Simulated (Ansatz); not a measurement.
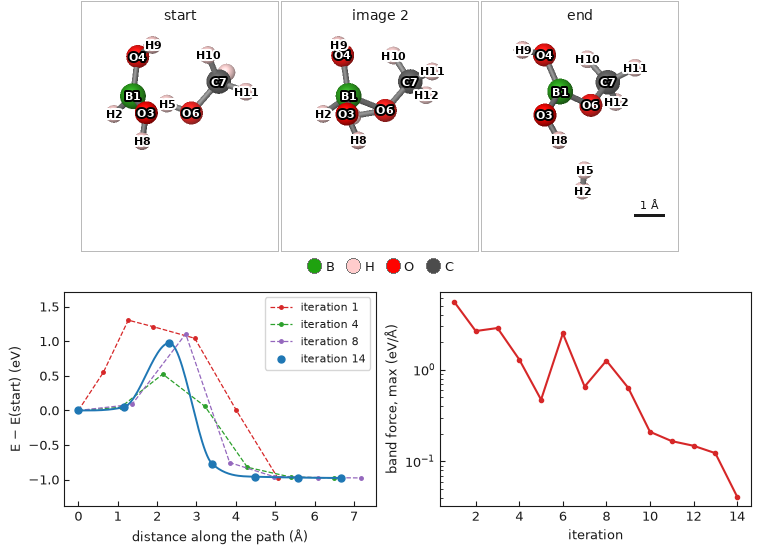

A nudged-elastic-band calculation for CH7BO3, made up of BH$_{3}$O$_{2}$ and CH4O. Images are numbered from 0 (start) to 6 (end). The plot follows the band through its iterations. Style: ball-and-stick. Shown from a free direction.

Method: Ansatz 0.2.0, UKS PBE-D4/def2-SVP. Run with 5 movable images; climbing image; force threshold 0.05 eV/Å; iteration limit 60; starting path through a guess of the saddle point.

Q: Did the band converge, and can the barrier be trusted?

A: The result is final at these settings. The band converged in 14 iterations. The largest component of the band force went from 5.6 to 0.041 eV/Å. The climbing image converged on the top of the path. Its vibrational analysis gives one imaginary mode (1190i cm⁻¹), as a transition state must have. The first iteration put the highest image at 1.31 eV. The energy climbs by 0.98 eV to image 2 and then falls by 1.95 eV, so the end point sits at −0.97 eV.

Limits of the set-up: the start holds two separate molecules, 2.3 Å apart at their closest, whose relative position is a soft coordinate.

The run took 3 min on 4 threads of Arm Neoverse N1 (shared host), peak memory 0.17 GiB.
